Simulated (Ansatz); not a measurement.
Nudged elastic band, with input and output: SnH4O3 (part 1 of 2)

System: SnH4O3.
Method: RKS PBE/def2-SVPD (Ansatz 0.2.0).

The run did not end well. It belongs to a series of runs on one base structure; here: band between the two ends.

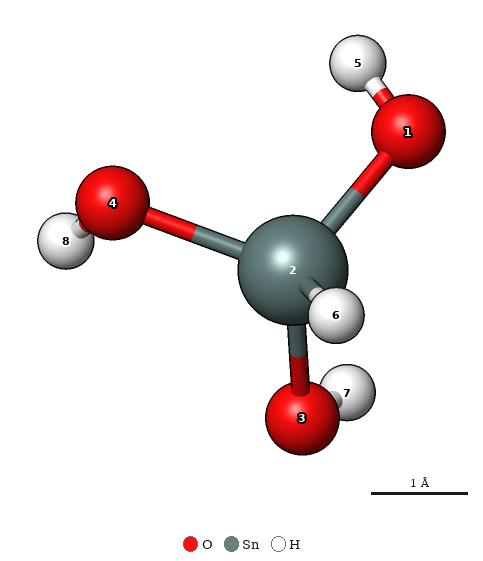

Fig. 1: The structure as given in the input (ball-and-stick view, seen at a tilt; atoms are numbered from 1 in the order of the input). Sticks mark near contacts. Bond lengths as drawn: H–O 0.98 Å, H–Sn 1.71 Å and O–Sn 2.01 Å.

**What the run reported**

- outcome: not converged
- barrier, forward (band not converged): 1.410 eV
- barrier, backward: 2.548 eV
- hardware: 2 threads of Arm Neoverse V1, 24 GiB of memory available, shared host
- wall time: 22 min (CPU time 42 min)
- peak memory: 0.17 GiB

**What went wrong**

The run did not converge: “NEB band did not converge after 60 iterations: max|band force component| = 1.31e-1 eV/Å (threshold 3.0e-2); raise `neb.max_iterations` in a new run, which can start from the last band evaluated (`neb.initial_path`, with `crystal.atoms` and `neb.final_atoms` set to its first and last images), add images, or start from endpoints closer to local minima …” Its last values are not results.

**The input**
```yaml
crystal:
  periodic: [false, false, false]
  atoms:
    - { symbol: O, position_ang: [-0.460744, 1.469211, -1.072059] }
    - { symbol: Sn, position_ang: [-0.003748, 0.30475, 0.506955] }
    - { symbol: O, position_ang: [1.822089, -0.47858, 0.173761] }
    - { symbol: O, position_ang: [-1.318975, -1.220698, 0.538946] }
    - { symbol: H, position_ang: [-1.107573, 1.018879, -1.646815] }
    - { symbol: H, position_ang: [-0.045246, 1.193903, 1.968015] }
    - { symbol: H, position_ang: [2.099388, -0.306043, -0.745427] }
    - { symbol: H, position_ang: [-0.893089, -2.038622, 0.220825] }
basis:
  gaussian: { orbitals: def2-SVPD }
hamiltonian:
  xc: pbe
neb:
  order_check: false
  images: 9
  f_tol: 0.03
  max_iterations: 60
  final_atoms:
    - { symbol: O, position_ang: [-0.61662985, 1.31374364, -0.83000415] }
    - { symbol: Sn, position_ang: [-0.3856951, -0.07701586, 1.26480112] }
    - { symbol: O, position_ang: [1.44880152, 0.2464548, 0.29352124] }
    - { symbol: O, position_ang: [-0.50584711, -1.88981285, 0.30303755] }
    - { symbol: H, position_ang: [-0.70558099, 2.28085265, -0.75721847] }
    - { symbol: H, position_ang: [0.36925093, 1.10491233, -0.77621642] }
    - { symbol: H, position_ang: [1.76419602, -0.5973145, -0.08409793] }
    - { symbol: H, position_ang: [-1.27639342, -2.4390202, 0.53037806] }
  initial_path:
    images:
      - { positions_ang: [[-0.460744, 1.469211, -1.072059], [-0.003748, 0.30475, 0.506955], [1.822089, -0.47858, 0.173761], [-1.318975, -1.220698, 0.538946], [-1.107573, 1.018879, -1.646815], [-0.045246, 1.193903, 1.968015], [2.099388, -0.306043, -0.745427], [-0.893089, -2.038622, 0.220825]] }
      - { positions_ang: [[-0.48896504, 1.49269128, -1.02028242], [-0.00451352, 0.26906539, 0.46517444], [1.82916636, -0.43247225, 0.10835196], [-1.26079945, -1.27039996, 0.41933044], [-1.204197, 1.16593728, -1.42958249], [-0.04131776, 1.23436133, 1.6348977], [2.10896013, -0.45168969, -0.51051629], [-0.84623172, -2.06469338, 0.27682766]] }
      - { positions_ang: [[-0.51718609, 1.51617157, -0.96850583], [-0.00527903, 0.23338077, 0.42339388], [1.83624372, -0.3863645, 0.04294291], [-1.2026239, -1.32010191, 0.29971488], [-1.300821, 1.31299555, -1.21234999], [-0.03738951, 1.27481965, 1.3017804], [2.11853225, -0.59733638, -0.27560557], [-0.79937444, -2.09076476, 0.33283032]] }
      - { positions_ang: [[-0.54540713, 1.53965185, -0.91672925], [-0.00604455, 0.19769616, 0.38161332], [1.84332107, -0.34025675, -0.02246613], [-1.14444835, -1.36980387, 0.18009931], [-1.397445, 1.46005383, -0.99511748], [-0.03346127, 1.31527798, 0.9686631], [2.12810438, -0.74298307, -0.04069486], [-0.75251717, -2.11683613, 0.38883298]] }
      - { positions_ang: [[-0.57362817, 1.56313213, -0.86495266], [-0.00681006, 0.16201155, 0.33983276], [1.85039843, -0.294149, -0.08787518], [-1.0862728, -1.41950583, 0.06048375], [-1.49406899, 1.6071121, -0.77788498], [-0.02953302, 1.35573631, 0.6355458], [2.13767651, -0.88862976, 0.19421586], [-0.70565989, -2.14290751, 0.44483564]] }
      - { positions_ang: [[-0.60184921, 1.58661242, -0.81317608], [-0.00757558, 0.12632694, 0.2980522], [1.85747579, -0.24804125, -0.15328422], [-1.02809726, -1.46920779, -0.05913181], [-1.59069299, 1.75417038, -0.56065247], [-0.02560478, 1.39619463, 0.3024285], [2.14724864, -1.03427644, 0.42912657], [-0.65880261, -2.16897889, 0.50083831]] }
      - { positions_ang: [[-0.60480534, 1.53203866, -0.81654169], [-0.08319948, 0.08565838, 0.49140199], [1.77574094, -0.14914204, -0.06392313], [-0.92364723, -1.5533288, 0.01330206], [-1.41367059, 1.85950684, -0.59996567], [0.05336637, 1.33793817, 0.08669952], [2.07063811, -0.94688406, 0.32648167], [-0.78232077, -2.22298715, 0.50674626]] }
      - { positions_ang: [[-0.60776147, 1.47746491, -0.81990731], [-0.15882339, 0.04498982, 0.68475177], [1.69400608, -0.05024283, 0.02543796], [-0.8191972, -1.63744981, 0.08573594], [-1.23664819, 1.96484329, -0.63927887], [0.13233751, 1.27968171, -0.12902947], [1.99402759, -0.85949167, 0.22383677], [-0.90583894, -2.27699541, 0.51265421]] }
      - { positions_ang: [[-0.6107176, 1.42289115, -0.82327292], [-0.23444729, 0.00432126, 0.87810155], [1.61227123, 0.04865638, 0.11479905], [-0.71474717, -1.72157083, 0.15816981], [-1.05962579, 2.07017974, -0.67859207], [0.21130865, 1.22142525, -0.34475845], [1.91741706, -0.77209928, 0.12119187], [-1.0293571, -2.33100367, 0.51856216]] }
      - { positions_ang: [[-0.61367372, 1.36831739, -0.82663854], [-0.3100712, -0.0363473, 1.07145134], [1.53053638, 0.14755559, 0.20416014], [-0.61029714, -1.80569184, 0.23060368], [-0.88260339, 2.1755162, -0.71790527], [0.29027979, 1.16316879, -0.56048743], [1.84080654, -0.68470689, 0.01854697], [-1.15287526, -2.38501194, 0.52447011]] }
      - { positions_ang: [[-0.61662985, 1.31374364, -0.83000415], [-0.3856951, -0.07701586, 1.26480112], [1.44880152, 0.2464548, 0.29352124], [-0.50584711, -1.88981285, 0.30303755], [-0.70558099, 2.28085265, -0.75721847], [0.36925093, 1.10491233, -0.77621642], [1.76419602, -0.5973145, -0.08409793], [-1.27639342, -2.4390202, 0.53037806]] }
```

Launched with:
```bash
ansatz run input.yaml --threads 2 --pin off --max-ram 3072MiB --backend cpu --events-out ev --progress --plain --runs-dir out
```

**Log**
```
Engine: ansatz 0.2.0, aarch64-unknown-linux-gnu
Functional definition: PBE
  parameter kappa = 0.804
  parameter beta = 0.06672455060314922
  exchange = pbe_x(kappa = kappa, mu = beta*pi^2/3)
  correlation = pbe_c(beta = beta)
1164 factors; their error is unknown
mean field evaluation 1: about -12008.0484 eV, gradient 1.0e2 eV
mean field evaluation 2: about -11852.9418 eV, gradient 2.6e2 eV
mean field evaluation 4: about -12027.5225 eV, gradient 1.1e1 eV
mean field evaluation 8: about -12028.0474 eV, gradient 1.3e-1 eV
mean field evaluation 16: about -12028.0120 eV, gradient 2.3e-3 eV
mean field -12028.01199265 eV, -442.0212878507 hartree, gradient 2.2e-5 eV, S^2 0.000000; 0 other end points of the search recorded, 0 dependent functions left out
the calculation of the forces begins
reference -12028.01204219 eV, -442.0212896711 hartree; 25, 25 occupied and 108, 108 virtual orbitals, 1164 factors
1164 factors; their error is unknown
mean field evaluation 32: about -12029.1500 eV, gradient 5.0e-2 eV
mean field -12029.14999448 eV, -442.0631086465 hartree, gradient 4.4e-5 eV, S^2 0.000000; 0 other end points of the search recorded, 0 dependent functions left out
[... from here on the field's lines of each further geometry are left out, up to the last ...]
NEB iter   1: max|band force component| = 1.451e2 eV/Å  barrier→ = 29.5470 eV  barrier← = 30.6850 eV  Δτ_max = 0.1987 Å  (324 SCF iters)
NEB iter   2: max|band force component| = 3.449e1 eV/Å  barrier→ = 8.1436 eV  barrier← = 9.2816 eV  Δτ_max = 0.2000 Å  (330 SCF iters)
NEB iter   3: max|band force component| = 2.255e1 eV/Å  barrier→ = 3.8659 eV  barrier← = 5.0039 eV  Δτ_max = 0.2000 Å  (332 SCF iters)
NEB iter   4: max|band force component| = 1.124e1 eV/Å  barrier→ = 1.5765 eV  barrier← = 2.7145 eV  Δτ_max = 0.2000 Å  (323 SCF iters)
NEB iter   5: max|band force component| = 5.680e0 eV/Å  barrier→ = 1.2729 eV  barrier← = 2.4109 eV  Δτ_max = 0.1988 Å  (322 SCF iters)
NEB iter   6: max|band force component| = 1.403e1 eV/Å  barrier→ = 1.3067 eV  barrier← = 2.4447 eV  Δτ_max = 0.1027 Å  (325 SCF iters)
NEB iter   7: max|band force component| = 3.452e0 eV/Å  barrier→ = 0.9630 eV  barrier← = 2.1010 eV  Δτ_max = 0.2000 Å  (302 SCF iters)
NEB iter   8: max|band force component| = 1.488e0 eV/Å  barrier→ = 1.1648 eV  barrier← = 2.3028 eV  Δτ_max = 0.2000 Å  (321 SCF iters)
NEB iter   9: max|band force component| = 8.575e0 eV/Å  barrier→ = 1.4670 eV  barrier← = 2.6050 eV  Δτ_max = 0.1006 Å  (311 SCF iters)
NEB iter  10: max|band force component| = 1.272e0 eV/Å  barrier→ = 1.5037 eV  barrier← = 2.6417 eV  Δτ_max = 0.2000 Å  (293 SCF iters)
NEB iter  11: max|band force component| = 1.649e0 eV/Å  barrier→ = 1.4703 eV  barrier← = 2.6083 eV  Δτ_max = 0.1023 Å  (334 SCF iters)
NEB iter  12: max|band force component| = 3.240e0 eV/Å  barrier→ = 1.2933 eV  barrier← = 2.4313 eV  Δτ_max = 0.0502 Å  (297 SCF iters)
NEB iter  13: max|band force component| = 8.874e-1 eV/Å  barrier→ = 1.2027 eV  barrier← = 2.3407 eV  Δτ_max = 0.1023 Å  (285 SCF iters)
NEB iter  14: max|band force component| = 5.206e-1 eV/Å  barrier→ = 0.8669 eV  barrier← = 2.0049 eV  Δτ_max = 0.2000 Å  (285 SCF iters)
NEB iter  15: max|band force component| = 4.308e0 eV/Å  barrier→ = 0.7668 eV  barrier← = 1.9048 eV  Δτ_max = 0.1020 Å  (311 SCF iters)
NEB iter  16: max|band force component| = 2.087e0 eV/Å  barrier→ = 0.8296 eV  barrier← = 1.9676 eV  Δτ_max = 0.2000 Å  (284 SCF iters)
NEB iter  17: max|band force component| = 1.365e0 eV/Å  barrier→ = 1.0192 eV  barrier← = 2.1572 eV  Δτ_max = 0.2000 Å  (312 SCF iters)
NEB iter  18: max|band force component| = 7.963e-1 eV/Å  barrier→ = 1.2626 eV  barrier← = 2.4006 eV  Δτ_max = 0.1996 Å  (324 SCF iters)
NEB iter  19: max|band force component| = 1.223e0 eV/Å  barrier→ = 1.5461 eV  barrier← = 2.6841 eV  Δτ_max = 0.0997 Å  (333 SCF iters)
NEB iter  20: max|band force component| = 1.193e0 eV/Å  barrier→ = 1.5159 eV  barrier← = 2.6539 eV  Δτ_max = 0.1001 Å  (284 SCF iters)
NEB iter  21: max|band force component| = 1.541e0 eV/Å  barrier→ = 1.3439 eV  barrier← = 2.4819 eV  Δτ_max = 0.1992 Å  (290 SCF iters)
NEB iter  22: max|band force component| = 2.106e0 eV/Å  barrier→ = 0.9198 eV  barrier← = 2.0578 eV  Δτ_max = 0.1971 Å  (318 SCF iters)
NEB iter  23: max|band force component| = 1.161e0 eV/Å  barrier→ = 1.1161 eV  barrier← = 2.2541 eV  Δτ_max = 0.1999 Å  (310 SCF iters)
NEB iter  24: max|band force component| = 4.584e0 eV/Å  barrier→ = 1.3847 eV  barrier← = 2.5227 eV  Δτ_max = 0.0996 Å  (317 SCF iters)
NEB iter  25: max|band force component| = 7.278e-1 eV/Å  barrier→ = 1.4118 eV  barrier← = 2.5498 eV  Δτ_max = 0.2000 Å  (293 SCF iters)
NEB iter  26: max|band force component| = 8.054e-1 eV/Å  barrier→ = 1.2843 eV  barrier← = 2.4223 eV  Δτ_max = 0.1014 Å  (315 SCF iters)
NEB iter  27: max|band force component| = 5.739e-1 eV/Å  barrier→ = 1.1191 eV  barrier← = 2.2571 eV  Δτ_max = 0.1006 Å  (297 SCF iters)
NEB iter  28: max|band force component| = 7.631e-1 eV/Å  barrier→ = 1.0104 eV  barrier← = 2.1484 eV  Δτ_max = 0.0990 Å  (281 SCF iters)
NEB iter  29: max|band force component| = 6.677e-1 eV/Å  barrier→ = 0.8420 eV  barrier← = 1.9800 eV  Δτ_max = 0.1000 Å  (288 SCF iters)
NEB iter  30: max|band force component| = 8.256e-1 eV/Å  barrier→ = 0.7021 eV  barrier← = 1.8401 eV  Δτ_max = 0.0990 Å  (286 SCF iters)
NEB iter  31: max|band force component| = 6.578e-1 eV/Å  barrier→ = 0.5438 eV  barrier← = 1.6818 eV  CI = image 2  Δτ_max = 0.1996 Å  (290 SCF iters)
NEB iter  32: max|band force component| = 7.896e-1 eV/Å  barrier→ = 0.9174 eV  barrier← = 2.0554 eV  CI = image 2  Δτ_max = 0.1976 Å  (297 SCF iters)
NEB iter  33: max|band force component| = 8.917e-1 eV/Å  barrier→ = 0.9791 eV  barrier← = 2.1171 eV  CI = image 2  Δτ_max = 0.1959 Å  (305 SCF iters)
NEB iter  34: max|band force component| = 1.057e0 eV/Å  barrier→ = 1.0096 eV  barrier← = 2.1476 eV  CI = image 2  Δτ_max = 0.2000 Å  (306 SCF iters)
NEB iter  35: max|band force component| = 1.218e0 eV/Å  barrier→ = 1.0454 eV  barrier← = 2.1834 eV  CI = image 2  Δτ_max = 0.2000 Å  (302 SCF iters)
NEB iter  36: max|band force component| = 1.380e0 eV/Å  barrier→ = 1.2252 eV  barrier← = 2.3632 eV  CI = image 2  Δτ_max = 0.1979 Å  (307 SCF iters)
NEB iter  37: max|band force component| = 1.538e0 eV/Å  barrier→ = 1.4247 eV  barrier← = 2.5627 eV  CI = image 2  Δτ_max = 0.1960 Å  (315 SCF iters)
NEB iter  38: max|band force component| = 1.153e0 eV/Å  barrier→ = 1.5675 eV  barrier← = 2.7055 eV  CI = image 2  Δτ_max = 0.1992 Å  (316 SCF iters)
NEB iter  39: max|band force component| = 6.856e-1 eV/Å  barrier→ = 1.5129 eV  barrier← = 2.6509 eV  CI = image 2  Δτ_max = 0.1475 Å  (296 SCF iters)
NEB iter  40: max|band force component| = 5.492e-1 eV/Å  barrier→ = 1.4768 eV  barrier← = 2.6148 eV  CI = image 2  Δτ_max = 0.1398 Å  (298 SCF iters)
NEB iter  41: max|band force component| = 1.307e-1 eV/Å  barrier→ = 1.4553 eV  barrier← = 2.5933 eV  CI = image 2  Δτ_max = 0.1990 Å  (278 SCF iters)
NEB iter  42: max|band force component| = 5.641e-1 eV/Å  barrier→ = 1.4517 eV  barrier← = 2.5897 eV  CI = image 2  Δτ_max = 0.1016 Å  (280 SCF iters)
NEB iter  43: max|band force component| = 1.501e-1 eV/Å  barrier→ = 1.4470 eV  barrier← = 2.5850 eV  CI = image 2  Δτ_max = 0.1969 Å  (285 SCF iters)
NEB iter  44: max|band force component| = 5.043e-1 eV/Å  barrier→ = 1.4449 eV  barrier← = 2.5829 eV  CI = image 2  Δτ_max = 0.0999 Å  (297 SCF iters)
NEB iter  45: max|band force component| = 1.123e-1 eV/Å  barrier→ = 1.4436 eV  barrier← = 2.5816 eV  CI = image 2  Δτ_max = 0.1677 Å  (282 SCF iters)
NEB iter  46: max|band force component| = 3.083e-1 eV/Å  barrier→ = 1.4427 eV  barrier← = 2.5807 eV  CI = image 2  Δτ_max = 0.0844 Å  (277 SCF iters)
NEB iter  47: max|band force component| = 7.159e-2 eV/Å  barrier→ = 1.4419 eV  barrier← = 2.5799 eV  CI = image 2  Δτ_max = 0.1681 Å  (266 SCF iters)
NEB iter  48: max|band force component| = 4.363e-1 eV/Å  barrier→ = 1.4411 eV  barrier← = 2.5791 eV  CI = image 2  Δτ_max = 0.0847 Å  (290 SCF iters)
NEB iter  49: max|band force component| = 5.349e-1 eV/Å  barrier→ = 1.4407 eV  barrier← = 2.5787 eV  CI = image 2  Δτ_max = 0.0429 Å  (289 SCF iters)
NEB iter  50: max|band force component| = 1.323e-1 eV/Å  barrier→ = 1.4403 eV  barrier← = 2.5783 eV  CI = image 2  Δτ_max = 0.0840 Å  (289 SCF iters)
NEB iter  51: max|band force component| = 7.986e-2 eV/Å  barrier→ = 1.4399 eV  barrier← = 2.5779 eV  CI = image 2  Δτ_max = 0.0847 Å  (287 SCF iters)
NEB iter  52: max|band force component| = 1.019e-1 eV/Å  barrier→ = 1.4395 eV  barrier← = 2.5775 eV  CI = image 2  Δτ_max = 0.0427 Å  (287 SCF iters)
NEB iter  53: max|band force component| = 1.116e-1 eV/Å  barrier→ = 1.4388 eV  barrier← = 2.5768 eV  CI = image 2  Δτ_max = 0.0423 Å  (286 SCF iters)
NEB iter  54: max|band force component| = 1.170e-1 eV/Å  barrier→ = 1.4380 eV  barrier← = 2.5760 eV  CI = image 2  Δτ_max = 0.0423 Å  (281 SCF iters)
NEB iter  55: max|band force component| = 1.233e-1 eV/Å  barrier→ = 1.4369 eV  barrier← = 2.5749 eV  CI = image 2  Δτ_max = 0.0847 Å  (280 SCF iters)
NEB iter  56: max|band force component| = 9.974e-2 eV/Å  barrier→ = 1.4342 eV  barrier← = 2.5722 eV  CI = image 2  Δτ_max = 0.0848 Å  (290 SCF iters)
NEB iter  57: max|band force component| = 2.537e-1 eV/Å  barrier→ = 1.4296 eV  barrier← = 2.5676 eV  CI = image 2  Δτ_max = 0.0421 Å  (291 SCF iters)
NEB iter  58: max|band force component| = 5.806e-2 eV/Å  barrier→ = 1.4265 eV  barrier← = 2.5645 eV  CI = image 2  Δτ_max = 0.0846 Å  (279 SCF iters)
NEB iter  59: max|band force component| = 7.735e-2 eV/Å  barrier→ = 1.4192 eV  barrier← = 2.5572 eV  CI = image 2  Δτ_max = 0.0846 Å  (288 SCF iters)
the calculation of the forces begins
reference -12029.20445279 eV, -442.0651099524 hartree; 25, 25 occupied and 108, 108 virtual orbitals, 1164 factors
these checks for a lower state are left out or cut short: starts, cluster_reference, orbital_swaps, neighbouring_geometries, increment
1164 factors; their error is unknown
mean field -12029.17462065 eV, -442.0640136413 hartree, gradient 1.1e-5 eV, S^2 0.000000; 0 other end points of the search recorded, 0 dependent functions left out
the calculation of the forces begins
reference -12029.17466725 eV, -442.0640153540 hartree; 25, 25 occupied and 108, 108 virtual orbitals, 1164 factors
NEB iter  60: max|band force component| = 1.313e-1 eV/Å  barrier→ = 1.4104 eV  barrier← = 2.5484 eV  CI = image 2  Δτ_max = 0.0424 Å  (281 SCF iters)
```
